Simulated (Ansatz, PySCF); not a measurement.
Stretching the Pb1–H2 bond in H2OPb (SMILES [OH][PbH]) (multiplicity 1 held, fragments rigid). Energies count from the point at 1.879 Å.
Geometry at that point (charge 0, multiplicity 1):
```xyz
4

Pb    -0.1201    -0.1016     0.1405
H     -1.4864     0.0214    -1.1432
O      1.2989     0.8935    -1.0580
H      0.9450     1.1577    -1.9145
```

R- and RO- levels are restricted; in cc, def2 and unpolarised 6-31G sets they are followed outwards from rest. Unrestricted levels (U-) break spin symmetry where that is lower. Active spaces are followed from a long bond inwards. Levels need not reach the same state.

Correlated levels freeze the cores. Filled d and f shells under p-block atoms count as core. Rows in LANL2DZ carry no dispersion term and start afresh at each structure. LANL2DZ brings its own core potentials from Na on.

Run with Ansatz (a quantum-chemistry and plane-wave program); PySCF for LANL2DZ rows. Each number belongs to the level named beside it. In def2 rows elements past Kr take small-core potentials, without spin–orbit coupling.

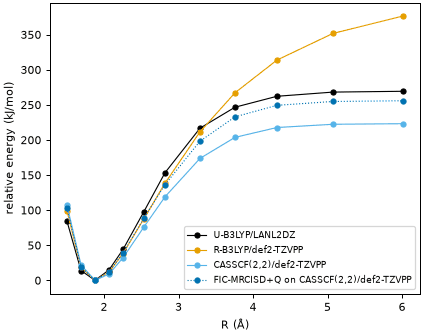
*Relative energy along the coordinate*

**Question.** Read off the CASSCF(2,2)/def2-TZVPP curve at R = 3.758.

**Answer.** about 200 kJ/mol

Doubts at one or more of the structures used: a spin-contaminated determinant (U-B3LYP/LANL2DZ); a restricted determinant that unrestricted orbitals would lower (R-B3LYP/def2-TZVPP).
